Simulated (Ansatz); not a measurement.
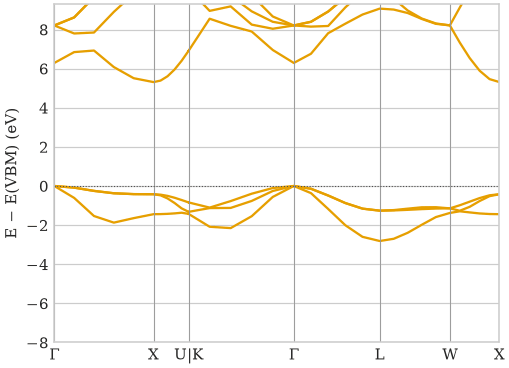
Figure. Band structure from the program Ansatz at the HSE06 level (PAW)

Read off the gap and where the band edges lie.

About 5.3 eV (5.31 eV among the points solved); maximum at Γ, minimum at X.

Which compound is it?
A. SrO, rock salt
B. NiO, rock salt
C. CaO, rock salt
D. MgO, rock salt

C, CaO, rock salt

Space group Fm-3m (rock salt). The HSE06 relaxation kept the symmetry of its start. The hybrid was solved on a coarse mesh, the path and, where they were found, the r²SCAN edge points; its band edges are the extreme levels among these.

Potentials: the earlier of the program's two PAW sets.
